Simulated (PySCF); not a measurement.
**[Eu(NH3)]3+: how settings move a single point**

Aim: repeat the single point on relaxed [Eu(NH3)]3+ with altered settings, some of them bad on purpose. It is a constructed species; whether it can be made isn't addressed.

Program: PySCF 2.14.0. Level of theory: PBE0, Eu lcecp-1-SVP with ECP52, N def2-SVP, H def2-SVP; scalar-relativistic core potentials, no spin–orbit coupling. These are calculated values, not measurements.

3 further runs of the same task are left out: 2 for a known fault of the program, 1 that didn't finish.

### 1 Starting geometry

5 atoms, charge 3, spin multiplicity 1.

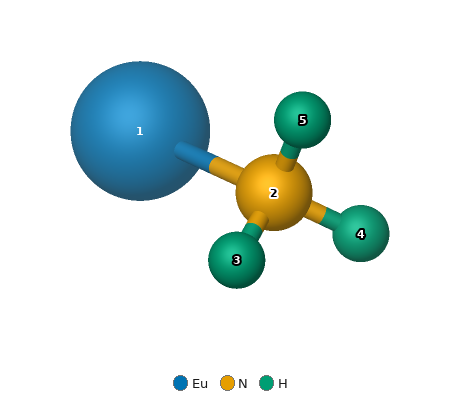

The structure; europium blue, nitrogen amber, hydrogen teal; atoms are numbered from 1 in the order of the file.

Coordinates:

```
Eu    0.0000    0.0000   -0.1466
N     0.0000    0.0000    2.2086
H     0.9414    0.0000    2.6673
H    -0.4707    0.8153    2.6673
H    -0.4707   -0.8153    2.6673
```

Formal oxidation states: Eu +3. Each metal's 6 4f electrons lie in its core potential, so multiplicities, spins and levels count the valence alone. An earlier session relaxed this geometry at PBE0, Eu lcecp-1-SVP with ECP52, N def2-SVP, H def2-SVP (singlet, point group C3v).

The sound run used a (50, 194) grid (finer on f atoms), a threshold of 1e-8 and at most 55 cycles, and ended at -90.450577 Eh.

### 2 Try 1

run.py (the lines that set the calculation) reads:

```python
mol = gto.M(atom='''
Eu     0.00000     0.00000    -0.13784
N      0.00000     0.00000     2.07607
H      0.88493     0.00003     2.50722
H     -0.44249     0.76635     2.50722
H     -0.44244    -0.76639     2.50722''',
    basis={'Eu': 'lcecp-1-SVP', 'N': 'def2-SVP', 'H': 'def2-SVP'},
    ecp={'Eu': 'lcecp-1-SVP'},
    charge=3, spin=0)
mf = dft.RKS(mol, xc='PBE0')
mf.grids.atom_grid = (50, 194)  # f atoms: unpruned, at least (60, 302)
mf = mf.density_fit()  # fitting sets: Eu AutoAux, N def2-universal-JKFIT, H def2-universal-JKFIT
mf.conv_tol = 1e-08; mf.max_cycle = 55
mf.kernel(dm0)  # dm0: free metal ions and neutral atoms
```

Started as:

```bash
$ OMP_NUM_THREADS=2 python run.py
```

The program printed:

```text
init E= -82.765004623537
  HOMO = -1.67145599508675  LUMO = -0.930221403812546  gap/eV = 20.17002
cycle= 1 E= -88.4842147347848  delta_E= -5.72  |g|= 3.01  |ddm|= 2.94
cycle= 2 E= -79.6035345169115  delta_E= 8.88  |g|= 3.44  |ddm|= 4.97
  HOMO = -1.28863784881799  LUMO = -0.839127483555366  gap/eV = 12.23180
cycle= 3 E= -89.8575664977239  delta_E= -10.3  |g|= 1.41  |ddm|= 4.66
  HOMO = -1.22343391744352  LUMO = -0.700301112018603  gap/eV = 14.23517
cycle= 4 E= -90.2830702939623  delta_E= -0.426  |g|= 0.768  |ddm|=  1.3
  HOMO = -1.04157887537477  LUMO = -0.754882743185425  gap/eV = 7.80140
cycle= 5 E= -90.4338212725648  delta_E= -0.151  |g|= 0.0928  |ddm|= 0.86
  HOMO = -1.04679584174279  LUMO = -0.742359610071159  gap/eV = 8.28413
cycle= 6 E= -90.4358890885812  delta_E= -0.00207  |g|= 0.028  |ddm|= 0.13
  HOMO = -1.050869826489  LUMO = -0.744307054562814  gap/eV = 8.34200
cycle= 7 E= -90.4360714529645  delta_E= -0.000182  |g|= 0.00538  |ddm|= 0.0291
  HOMO = -1.05166036000526  LUMO = -0.743354149283476  gap/eV = 8.38944
cycle= 8 E= -90.4360796343411  delta_E= -8.18e-06  |g|= 0.000519  |ddm|= 0.00556
  HOMO = -1.0517060445094  LUMO = -0.743262265108149  gap/eV = 8.39318
cycle= 9 E= -90.4360796989468  delta_E= -6.46e-08  |g|= 0.00011  |ddm|= 0.000529
  HOMO = -1.0517282933284  LUMO = -0.743269965409161  gap/eV = 8.39358
cycle= 10 E= -90.4360797021182  delta_E= -3.17e-09  |g|= 3.14e-06  |ddm|= 9.89e-05
  HOMO = -1.05172868576192  LUMO = -0.74326925802397  gap/eV = 8.39361
Extra cycle  E= -90.4360797021196  delta_E= -1.38e-12  |g|= 3.27e-06  |ddm|= 6.5e-06
converged SCF energy = -90.4360797021196
```

It took 1.4 s on 2 threads of Arm Neoverse V2, shared host.

Changed: the scale of all coordinates (0.94). It converges in 10 cycles, +0.394 eV from the sound run, with a largest force component of 2.74 eV/Å. The setting is unsound, so these numbers aren't the compound's.

### 3 Try 2

run.py (the lines that set the calculation) reads:

```python
mol = gto.M(atom='''
Eu     0.00000     0.00000    -0.14664
N      0.00000     0.00000     2.20858
H      0.94141     0.00004     2.66726
H     -0.47074     0.81527     2.66726
H     -0.47068    -0.81531     2.66726''',
    basis={'Eu': 'lcecp-1-SVP', 'N': 'def2-SVP', 'H': 'def2-SVP'},
    ecp={'Eu': 'lcecp-1-SVP'},
    charge=3, spin=0)
mf = dft.RKS(mol, xc='PBE0')
mf.grids.atom_grid = (99, 590)  # f atoms: unpruned, at least (60, 302)
mf = mf.density_fit()  # fitting sets: Eu AutoAux, N def2-universal-JKFIT, H def2-universal-JKFIT
mf.conv_tol = 1e-08; mf.max_cycle = 55
mf.kernel(dm0)  # dm0: free metal ions and neutral atoms
```

Started as:

```bash
$ OMP_NUM_THREADS=2 python run.py
```

The program printed:

```text
init E= -82.7602291091859
  HOMO = -1.64530833459567  LUMO = -0.932745996058926  gap/eV = 19.38981
cycle= 1 E= -88.3924475053949  delta_E= -5.63  |g|= 3.01  |ddm|= 2.84
cycle= 2 E= -79.386374886133  delta_E= 9.01  |g|= 3.32  |ddm|= 4.96
  HOMO = -1.23853823132542  LUMO = -0.881099979317193  gap/eV = 9.72639
cycle= 3 E= -89.815043664698  delta_E= -10.4  |g|= 1.48  |ddm|= 4.68
  HOMO = -1.2257508544653  LUMO = -0.675899651648715  gap/eV = 14.96221
cycle= 4 E= -90.2372480916415  delta_E= -0.422  |g|= 0.898  |ddm|= 1.22
  HOMO = -1.00891167487419  LUMO = -0.754365369757343  gap/eV = 6.92656
cycle= 5 E= -90.4476481670677  delta_E= -0.21  |g|= 0.0993  |ddm|= 0.956
  HOMO = -1.00820808597203  LUMO = -0.742373236679541  gap/eV = 7.23373
cycle= 6 E= -90.4503177936606  delta_E= -0.00267  |g|= 0.0325  |ddm|= 0.157
  HOMO = -1.01329536898111  LUMO = -0.744239552277608  gap/eV = 7.32138
cycle= 7 E= -90.4505690852353  delta_E= -0.000251  |g|= 0.00689  |ddm|= 0.0343
  HOMO = -1.01427555612711  LUMO = -0.74285538805036  gap/eV = 7.38572
cycle= 8 E= -90.4505830877704  delta_E= -1.4e-05  |g|= 0.000528  |ddm|= 0.00781
  HOMO = -1.01429564933826  LUMO = -0.742773875919536  gap/eV = 7.38848
cycle= 9 E= -90.4505831699453  delta_E= -8.22e-08  |g|= 0.00014  |ddm|= 0.000692
  HOMO = -1.01431912333081  LUMO = -0.742781191241198  gap/eV = 7.38892
cycle= 10 E= -90.4505831754536  delta_E= -5.51e-09  |g|= 6.53e-06  |ddm|= 0.00013
  HOMO = -1.01432029354255  LUMO = -0.74277981996843  gap/eV = 7.38899
Extra cycle  E= -90.4505831754558  delta_E= -2.19e-12  |g|= 7.98e-06  |ddm|= 1.42e-05
converged SCF energy = -90.4505831754558
```

Wall time 3.5 s (2 threads of Arm Neoverse V2, shared host).

Changed: the integration grid, to (99, 590). It converges in 10 cycles, at the sound run's energy within 0.001 eV, with a largest force component of 0.00 eV/Å. The result survives the change.

### 4 Try 3

run.py (the lines that set the calculation): that of step 3 with these lines changed.

```diff
@@ -10,5 +10,5 @@
 mf = dft.RKS(mol, xc='PBE0')
-mf.grids.atom_grid = (99, 590)  # f atoms: unpruned, at least (60, 302)
+mf.grids.atom_grid = (50, 194)  # f atoms: unpruned, at least (60, 302)
 mf = mf.density_fit()  # fitting sets: Eu AutoAux, N def2-universal-JKFIT, H def2-universal-JKFIT
 mf.conv_tol = 1e-08; mf.max_cycle = 55
-mf.kernel(dm0)  # dm0: free metal ions and neutral atoms
+mf.kernel(dm0)  # dm0: smeared density
```

Started as:

```bash
$ OMP_NUM_THREADS=2 python run.py
```

The program printed:

```text
init E= -90.4384662152228
  HOMO = -1.01737043265322  LUMO = -0.740587952888718  gap/eV = 7.53163
cycle= 1 E= -90.4504153569112  delta_E= -0.0119  |g|= 0.0225  |ddm|= 0.0329
  HOMO = -1.008486976958  LUMO = -0.744797298852655  gap/eV = 7.17536
cycle= 2 E= -90.4502899116968  delta_E= 0.000125  |g|= 0.0349  |ddm|= 0.0602
  HOMO = -1.01402222129489  LUMO = -0.743456661037082  gap/eV = 7.36246
cycle= 3 E= -90.4505760371904  delta_E= -0.000286  |g|= 0.00157  |ddm|= 0.0277
  HOMO = -1.01427134089807  LUMO = -0.742786044178149  gap/eV = 7.38749
cycle= 4 E= -90.4505769884655  delta_E= -9.51e-07  |g|= 0.00022  |ddm|= 0.00304
  HOMO = -1.01431379903445  LUMO = -0.742783348263312  gap/eV = 7.38872
cycle= 5 E= -90.4505769990555  delta_E= -1.06e-08  |g|= 2.78e-05  |ddm|= 0.000209
  HOMO = -1.01431932000125  LUMO = -0.742781160607013  gap/eV = 7.38893
cycle= 6 E= -90.4505769993238  delta_E= -2.68e-10  |g|= 3.84e-06  |ddm|= 3.86e-05
  HOMO = -1.01431887675544  LUMO = -0.742779724533067  gap/eV = 7.38896
Extra cycle  E= -90.4505769993295  delta_E= -5.66e-12  |g|= 2.32e-06  |ddm|= 1.05e-05
converged SCF energy = -90.4505769993295
```

It took 1.2 s on 2 threads of Arm Neoverse V2, shared host.

Changed: the starting guess (smeared density). It converges in 6 cycles, at the sound run's energy within 0.001 eV, with a largest force component of 0.00 eV/Å. The result survives the change.

### 5 Try 4

run.py (the lines that set the calculation): that of step 4 with these lines changed.

```diff
@@ -8,3 +8,3 @@
     ecp={'Eu': 'lcecp-1-SVP'},
-    charge=3, spin=0)
+    charge=7, spin=0)
 mf = dft.RKS(mol, xc='PBE0')
@@ -12,3 +12,3 @@
 mf = mf.density_fit()  # fitting sets: Eu AutoAux, N def2-universal-JKFIT, H def2-universal-JKFIT
-mf.conv_tol = 1e-08; mf.max_cycle = 55
-mf.kernel(dm0)  # dm0: smeared density
+mf.conv_tol = 1e-08; mf.max_cycle = 63
+mf.kernel(dm0)  # dm0: free metal ions and neutral atoms
```

Started as:

```bash
$ OMP_NUM_THREADS=2 python run.py
```

The program printed:

```text
init E= -57.3234633723444
cycle= 1 E= -64.6488798738287  delta_E= -7.33  |g|= 5.02  |ddm|= 7.36
cycle= 2 E= -70.0341020011964  delta_E= -5.39  |g|= 2.83  |ddm|= 9.69
  HOMO = -2.40646225800914  LUMO = -2.39443195662127  gap/eV = 0.32736
cycle= 3 E= -75.7154218143745  delta_E= -5.68  |g|= 3.79  |ddm|= 7.65
  HOMO = -2.53815009228076  LUMO = -2.50482473673498  gap/eV = 0.90683
cycle= 4 E= -76.8098890465296  delta_E= -1.09  |g|= 3.19  |ddm|= 0.837
  HOMO = -2.8167931757555  LUMO = -2.81156300949999  gap/eV = 0.14232
cycle= 5 E= -82.0673003497044  delta_E= -5.26  |g|= 1.77  |ddm|= 3.23
  HOMO = -2.76949338402995  LUMO = -2.75342975820637  gap/eV = 0.43711
cycle= 6 E= -83.0779598512555  delta_E= -1.01  |g|= 0.267  |ddm|= 2.04
  HOMO = -2.7832896418753  LUMO = -2.70659601021558  gap/eV = 2.08694
cycle= 7 E= -83.097326582432  delta_E= -0.0194  |g|= 0.11  |ddm|= 0.429
  HOMO = -2.79272257519282  LUMO = -2.70985438460042  gap/eV = 2.25496
cycle= 8 E= -83.100342414706  delta_E= -0.00302  |g|= 0.0481  |ddm|= 0.131
  HOMO = -2.79557661538487  LUMO = -2.71717666440866  gap/eV = 2.13337
cycle= 9 E= -83.1014936859192  delta_E= -0.00115  |g|= 0.00462  |ddm|= 0.0753
  HOMO = -2.79513905440305  LUMO = -2.71574030811807  gap/eV = 2.16055
cycle= 10 E= -83.1014883733597  delta_E= 5.31e-06  |g|= 0.00768  |ddm|= 0.0186
  HOMO = -2.79517886260436  LUMO = -2.71457588015884  gap/eV = 2.19332
cycle= 11 E= -83.1015188996551  delta_E= -3.05e-05  |g|= 0.00142  |ddm|= 0.0163
  HOMO = -2.79514781827238  LUMO = -2.71451343368257  gap/eV = 2.19417
cycle= 12 E= -83.1015199935453  delta_E= -1.09e-06  |g|= 0.00183  |ddm|= 0.00708
  HOMO = -2.79508437866141  LUMO = -2.71475609655314  gap/eV = 2.18584
cycle= 13 E= -83.1015216089042  delta_E= -1.62e-06  |g|= 0.000109  |ddm|= 0.00353
  HOMO = -2.79509343377875  LUMO = -2.71475966178236  gap/eV = 2.18599
cycle= 14 E= -83.101521618726  delta_E= -9.82e-09  |g|= 1.47e-05  |ddm|= 0.000468
  HOMO = -2.79509280709191  LUMO = -2.71475676607375  gap/eV = 2.18606
Extra cycle  E= -83.1015216193047  delta_E= -5.79e-10  |g|= 1.12e-05  |ddm|= 8.27e-05
converged SCF energy = -83.1015216193047
```

Wall time 1.5 s (2 threads of Arm Neoverse V2, shared host).

Changed: the charge (by +4); the cycle limit is 63. It converges in 14 cycles, with a largest force component of 17.76 eV/Å. The setting is unsound, so these numbers aren't the compound's.

### 6 Results

| run | changed | ending | energy change (eV) | cycles | time | usable |
| --- | --- | --- | --- | --- | --- | --- |
| 1 | the scale of all coordinates | converged | +0.394 | 10 | 1.4 s | no |
| 2 | the integration grid | converged | 0.000 | 10 | 3.5 s | yes |
| 3 | the starting guess | converged | 0.000 | 6 | 1.2 s | yes |
| 4 | the charge | converged | – | 14 | 1.5 s | no |

2 of 4 altered runs give a usable result. 2 ended normally with numbers unfit to quote.
